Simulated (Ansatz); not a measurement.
# Iridium, dhcp under PBEsol: structure, energy and stiffness, part 2 of 2

The plan for iridium in the dhcp structure: relax it, solve it on a dense k-mesh, then scale the cell to 7 volumes from 88 to 112 % of the relaxed one and try a fit of the equation of state. Spin polarisation is left out. The k-meshes are 13×13×4 for the relaxation; 18×18×5 for the dense run; 15×15×4 for the volumes.

Ansatz 0.2.0; DFT, PBEsol, plane waves (420 eV) with PAW, scalar-relativistic. Earlier steps stand in the parts before.

## Step 6: Equation of state: 96 %

Input file input.yaml:

```yaml
crystal:
  lattice:
    - [2.6741964211, 0.0, 0.0]
    - [-1.3370982105, 2.3159220353, 0.0]
    - [0.0, 0.0, 8.7359497938]
  atoms:
    - { symbol: Ir, position: [0.0, 0.0, 0.0] }
    - { symbol: Ir, position: [0.0, 0.0, 0.5] }
    - { symbol: Ir, position: [0.3333333333, 0.6666666667, 0.25] }
    - { symbol: Ir, position: [0.6666666667, 0.3333333333, 0.75] }
hamiltonian:
  xc: pbesol
  pseudopotentials:
    kind: paw
    azcp:
      Ir: "pseudopotentials/Ir.paw.azcp"
basis:
  ecutwfc: 420
  fft_grid_basis: typed
kpoints:
  mp_grid: { grid: [15, 15, 4], shift: [0, 0, 0] }
magnetization:
  spin_polarized: false
scf:
  occupations: { method: fermi_dirac, width: 0.1 }
  lower_state_search: "off"
output:
  stress: true
```

Log (excerpt; [...] marks lines left out):

```text
Warning: <dir> the record states the generating functional pbe (its physics header spells it `PBE`), which answers neither for hamiltonian.xc's functional nor for the pbesol family's — results may be inconsistent (PPs are generated against a specific XC)
Warning: RAYON_NUM_THREADS=2 ignored (pool sized by the plan → 2); use --threads N
[...]
Pseudopotentials: kind: paw
Pseudopotential: Ir, paw, valence charge 17, recommended cutoff 420 eV (normal), <dir>
Functional definition: PBEsol
[...]
Crystal: 4 atoms, lattice volume = 54.104 Å³
Basis set: ecut = 420 eV, 1091 PW (Γ)
Bands: 41, of which v1, the nominal top of the filled ones, is band 34 counted from 1 (33 counted from 0)
Symmetry: 24 space group operations
Space group: P63/mmc (ITA 194), of the structure as read, at distance tolerance 3.8e-5 Å
k-points: 81 of 900
[...]
SCF iter   1: F=—  HF=-47195.955471 eV  |F-HF|=—  |Δ(HF+E_count)|=         —  Δρ=8.93e-3  dr2=1.91e-2  ethr=1.77e-3  ⟨swp⟩=5.8  Hψ=11497  notcnv=0  defer=8
[...]
SCF iter   6: F=-47195.954048 eV  HF=-47195.954048 eV  |F-HF|=8.09e-9  |Δ(HF+E_count)|=   4.44e-8  Δρ=3.29e-6  dr2=1.06e-8  ethr=1.47e-10  ⟨swp⟩=4.0  Hψ=10541  notcnv=0
[...]
SCF converged after 6 iterations
Free energy (F): -47195.954048 eV
[...]
E sigma→0 (E₀):  -47195.897022 eV
Entropy (-TS):   -0.114052 eV (-28.513 meV/atom)
Fermi energy:    27.166986 eV
[...]
--- Stress (GPa, compression-positive) ---
       17.107400       0.000000       0.000000
        0.000000      17.107400       0.000000
        0.000000       0.000000      17.317787
  P = ⅓ Tr σ = 17.1775 GPa (171.775 kbar)
```

It took 2.9 s on 2 threads of an Arm CPU, shared host; peak memory 0.39 GiB.

## Step 7: Equation of state: 100 %

Edit input.yaml of step 6 so:

```diff
@@ -2,5 +2,5 @@
   lattice:
-    - [2.6741964211, 0.0, 0.0]
-    - [-1.3370982105, 2.3159220353, 0.0]
-    - [0.0, 0.0, 8.7359497938]
+    - [2.7108338014, 0.0, 0.0]
+    - [-1.3554169007, 2.3476509375, 0.0]
+    - [0.0, 0.0, 8.8556352115]
   atoms:
```

Log (excerpt; [...] marks lines left out):

```text
Warning: <dir> the record states the generating functional pbe (its physics header spells it `PBE`), which answers neither for hamiltonian.xc's functional nor for the pbesol family's — results may be inconsistent (PPs are generated against a specific XC)
Warning: RAYON_NUM_THREADS=2 ignored (pool sized by the plan → 2); use --threads N
[...]
[... 3 set-up lines as earlier in the session ...]
[...]
Crystal: 4 atoms, lattice volume = 56.358 Å³
Basis set: ecut = 420 eV, 1091 PW (Γ)
Bands: 41, of which v1, the nominal top of the filled ones, is band 34 counted from 1 (33 counted from 0)
[... 2 set-up lines as earlier in the session ...]
k-points: 81 of 900
[...]
SCF iter   1: F=—  HF=-47196.069916 eV  |F-HF|=—  |Δ(HF+E_count)|=         —  Δρ=8.85e-3  dr2=2.15e-2  ethr=1.77e-3  ⟨swp⟩=5.7  Hψ=11161  notcnv=0  defer=7
[...]
SCF iter   6: F=-47196.068880 eV  HF=-47196.068880 eV  |F-HF|=8.65e-9  |Δ(HF+E_count)|=   4.21e-8  Δρ=3.70e-6  dr2=1.18e-8  ethr=1.47e-10  ⟨swp⟩=4.0  Hψ=10534  notcnv=0
[...]
SCF converged after 6 iterations
Free energy (F): -47196.068880 eV
[...]
E sigma→0 (E₀):  -47196.007252 eV
Entropy (-TS):   -0.123257 eV (-30.814 meV/atom)
Fermi energy:    25.809315 eV
[...]
--- Stress (GPa, compression-positive) ---
       -0.178868       0.000000       0.000000
        0.000000      -0.178868       0.000000
        0.000000       0.000000      -0.122251
  P = ⅓ Tr σ = -0.1600 GPa (-1.600 kbar)
```

It took 3 s on 2 threads of an Arm CPU, shared host; peak memory 0.4 GiB.

## Step 8: Equation of state: 104 %

Edit input.yaml of step 7 so:

```diff
@@ -2,5 +2,5 @@
   lattice:
-    - [2.7108338014, 0.0, 0.0]
-    - [-1.3554169007, 2.3476509375, 0.0]
-    - [0.0, 0.0, 8.8556352115]
+    - [2.7465067581, 0.0, 0.0]
+    - [-1.3732533791, 2.3785446242, 0.0]
+    - [0.0, 0.0, 8.9721700913]
   atoms:
```

Log (excerpt; [...] marks lines left out):

```text
Warning: <dir> the record states the generating functional pbe (its physics header spells it `PBE`), which answers neither for hamiltonian.xc's functional nor for the pbesol family's — results may be inconsistent (PPs are generated against a specific XC)
Warning: RAYON_NUM_THREADS=2 ignored (pool sized by the plan → 2); use --threads N
[...]
[... 3 set-up lines as earlier in the session ...]
[...]
Crystal: 4 atoms, lattice volume = 58.612 Å³
Basis set: ecut = 420 eV, 1151 PW (Γ)
Bands: 41, of which v1, the nominal top of the filled ones, is band 34 counted from 1 (33 counted from 0)
[... 1 set-up line as earlier in the session ...]
Space group: P63/mmc (ITA 194), of the structure as read, at distance tolerance 3.9e-5 Å
k-points: 81 of 900
[...]
SCF iter   1: F=—  HF=-47195.968707 eV  |F-HF|=—  |Δ(HF+E_count)|=         —  Δρ=8.90e-3  dr2=2.49e-2  ethr=1.77e-3  ⟨swp⟩=5.5  Hψ=10934  notcnv=0  defer=7
[...]
SCF iter   6: F=-47195.967020 eV  HF=-47195.967020 eV  |F-HF|=6.79e-9  |Δ(HF+E_count)|=   3.22e-8  Δρ=4.33e-6  dr2=1.16e-8  ethr=1.47e-10  ⟨swp⟩=4.0  Hψ=10257  notcnv=0
[...]
SCF converged after 6 iterations
Free energy (F): -47195.967020 eV
[...]
E sigma→0 (E₀):  -47195.900515 eV
Entropy (-TS):   -0.133011 eV (-33.253 meV/atom)
Fermi energy:    24.553803 eV
[...]
--- Stress (GPa, compression-positive) ---
      -13.747970      -0.000000       0.000000
       -0.000000     -13.747970       0.000000
        0.000000       0.000000     -13.803634
  P = ⅓ Tr σ = -13.7665 GPa (-137.665 kbar)
```

It took 2.9 s on 2 threads of an Arm CPU, shared host; peak memory 0.4 GiB.

## Step 9: Equation of state: 108 %

Edit input.yaml of step 8 so:

```diff
@@ -2,5 +2,5 @@
   lattice:
-    - [2.7465067581, 0.0, 0.0]
-    - [-1.3732533791, 2.3785446242, 0.0]
-    - [0.0, 0.0, 8.9721700913]
+    - [2.7812763576, 0.0, 0.0]
+    - [-1.3906381788, 2.4086559806, 0.0]
+    - [0.0, 0.0, 9.0857539225]
   atoms:
```

Log (excerpt; [...] marks lines left out):

```text
Warning: <dir> the record states the generating functional pbe (its physics header spells it `PBE`), which answers neither for hamiltonian.xc's functional nor for the pbesol family's — results may be inconsistent (PPs are generated against a specific XC)
Warning: RAYON_NUM_THREADS=2 ignored (pool sized by the plan → 2); use --threads N
[...]
[... 3 set-up lines as earlier in the session ...]
[...]
Crystal: 4 atoms, lattice volume = 60.867 Å³
Basis set: ecut = 420 eV, 1195 PW (Γ)
Bands: 41, of which v1, the nominal top of the filled ones, is band 34 counted from 1 (33 counted from 0)
[... 2 set-up lines as earlier in the session ...]
k-points: 81 of 900
[...]
SCF iter   1: F=—  HF=-47195.698513 eV  |F-HF|=—  |Δ(HF+E_count)|=         —  Δρ=9.02e-3  dr2=2.91e-2  ethr=1.77e-3  ⟨swp⟩=5.4  Hψ=10739  notcnv=0  defer=3
[...]
SCF iter   6: F=-47195.695404 eV  HF=-47195.695404 eV  |F-HF|=5.57e-9  |Δ(HF+E_count)|=   3.29e-8  Δρ=4.83e-6  dr2=1.21e-8  ethr=1.47e-10  ⟨swp⟩=4.0  Hψ=10006  notcnv=0
[...]
SCF converged after 6 iterations
Free energy (F): -47195.695404 eV
[...]
E sigma→0 (E₀):  -47195.623737 eV
Entropy (-TS):   -0.143334 eV (-35.834 meV/atom)
Fermi energy:    23.389808 eV
[...]
--- Stress (GPa, compression-positive) ---
      -24.355297       0.000000      -0.000000
        0.000000     -24.355297      -0.000000
       -0.000000      -0.000000     -24.491751
  P = ⅓ Tr σ = -24.4008 GPa (-244.008 kbar)
```

Wall time 3.3 s (2 threads of an Arm CPU, shared host); peak memory 0.41 GiB.

## Step 10: Equation of state: 112 %

Edit input.yaml of step 9 so:

```diff
@@ -2,5 +2,5 @@
   lattice:
-    - [2.7812763576, 0.0, 0.0]
-    - [-1.3906381788, 2.4086559806, 0.0]
-    - [0.0, 0.0, 9.0857539225]
+    - [2.815197705, 0.0, 0.0]
+    - [-1.4075988525, 2.4380327292, 0.0]
+    - [0.0, 0.0, 9.1965667208]
   atoms:
```

Log (excerpt; [...] marks lines left out):

```text
Warning: <dir> the record states the generating functional pbe (its physics header spells it `PBE`), which answers neither for hamiltonian.xc's functional nor for the pbesol family's — results may be inconsistent (PPs are generated against a specific XC)
Warning: RAYON_NUM_THREADS=2 ignored (pool sized by the plan → 2); use --threads N
[...]
[... 3 set-up lines as earlier in the session ...]
[...]
Crystal: 4 atoms, lattice volume = 63.121 Å³
Basis set: ecut = 420 eV, 1243 PW (Γ)
Bands: 41, of which v1, the nominal top of the filled ones, is band 34 counted from 1 (33 counted from 0)
[... 1 set-up line as earlier in the session ...]
Space group: P63/mmc (ITA 194), of the structure as read, at distance tolerance 4.0e-5 Å
k-points: 81 of 900
[...]
SCF iter   1: F=—  HF=-47195.295991 eV  |F-HF|=—  |Δ(HF+E_count)|=         —  Δρ=9.14e-3  dr2=3.36e-2  ethr=1.77e-3  ⟨swp⟩=5.1  Hψ=10418  notcnv=0  defer=4
[...]
SCF iter   6: F=-47195.291517 eV  HF=-47195.291517 eV  |F-HF|=6.13e-9  |Δ(HF+E_count)|=   3.97e-8  Δρ=5.39e-6  dr2=1.50e-8  ethr=1.47e-10  ⟨swp⟩=4.0  Hψ=10079  notcnv=0
[...]
SCF converged after 6 iterations
Free energy (F): -47195.291517 eV
[...]
E sigma→0 (E₀):  -47195.214401 eV
Entropy (-TS):   -0.154232 eV (-38.558 meV/atom)
Fermi energy:    22.308161 eV
[...]
--- Stress (GPa, compression-positive) ---
      -32.594326      -0.000000       0.000000
        0.000000     -32.594326       0.000000
        0.000000       0.000000     -32.783959
  P = ⅓ Tr σ = -32.6575 GPa (-326.575 kbar)
```

It took 3.3 s on 2 threads of an Arm CPU, shared host; peak memory 0.41 GiB.

## Step 11: The equation of state

All volumes keep the relaxed shape and fractional coordinates.

```tsv
V (Å³/atom)	E − E₀ (meV/atom)	P from the stress (GPa)	P from the fit (GPa)
12.399	308.3	67.23	67.07
12.962	124.1	39.22	38.90
13.526	27.5	17.18	16.83
14.090	0.0	-0.16	-0.49
14.653	26.6	-13.77	-14.09
15.217	95.8	-24.40	-24.77
15.780	198.2	-32.66	-33.14
```

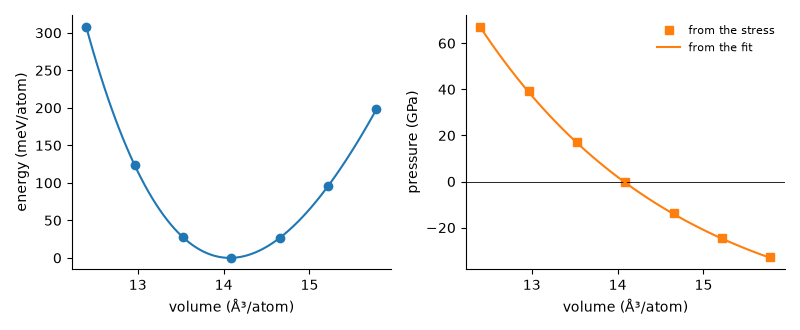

Energy and pressure against volume; the lines are the Birch-Murnaghan fit.

A third-order Birch-Murnaghan fit gives V₀ = 14.072 Å³/atom, B₀ = 385 GPa and B₀′ = 5.0; it misses no point by more than 0.08 meV/atom.

Fit and stress differ a little: one follows E(σ → 0), the other the smeared free energy.

## Step 12: Outcome

The summary covers parts 1 to 2.

| quantity | value |
| --- | --- |
| space group (spins left aside) | P6_3/mmc (No. 194) |
| conventional cell | a = 2.711 Å, c = 8.856 Å (c/a = 3.267) |
| volume | 14.090 Å³/atom |
| shortest distance | 2.711 Å |
| gap on the mesh | none (levels filled in part) |
| relative to fcc | +38 meV/atom |
| V₀, B₀, B₀′ | 14.072 Å³/atom, 385 GPa, 5.0 |

**Reading.** The relaxation shrank the cell by 0.4 % in volume. It lies 38 meV/atom above the element's reference form at the same level (fcc, from a run of its own). No gap shows: it is a metal or semimetal at this level. B₀ comes out at 385 GPa, among the stiffest elements; letting shape and positions relax at each volume could only lower it. Relaxation kept the symmetry; phonons were not checked.
